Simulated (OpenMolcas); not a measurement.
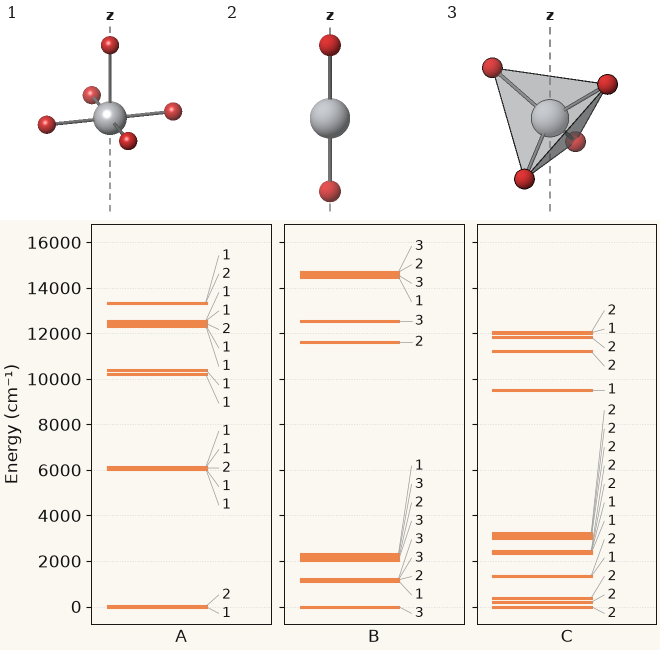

Ti²⁺ (3d²) among point charges in three arrangements (top) and its lowest levels in each (bottom, numbers are degeneracies). Computed with OpenMolcas: state-averaged CASSCF, active space 2 electrons in the shell 3d, basis ANO-RCC-VDZP, DKH2 scalar Hamiltonian, spin-orbit coupling by RASSI with atomic mean-field integrals.

(1) 5 point charges of −2 e at 1.95 Å, arranged as: square pyramid (C4v), axial distortion 1.19
(2) 2 point charges of −0.65 e at 1.88 Å, arranged as: linear (D∞h)
(3) 4 point charges of −0.5 e at 2.01 Å, arranged as: tetrahedron (Td)

Match the level schemes to the arrangements.

Answer. A is (1). The ground level is non-degenerate, 100 % from states of spin multiplicity 3. The next level lies at 2.5 cm⁻¹. B is (3). The ground level is T₂, 3-fold degenerate, 100 % from states of spin multiplicity 3. The next level lies at 1,130 cm⁻¹ (A₂). C is (2). The ground level is doubly degenerate, 100 % from states of spin multiplicity 3. Its principal g values are 0.00, 0.00 and 2.00, easy-axis. The next level lies at 188 cm⁻¹.

Limits of the model: point charges lack covalency, field too small at true ligand charges.
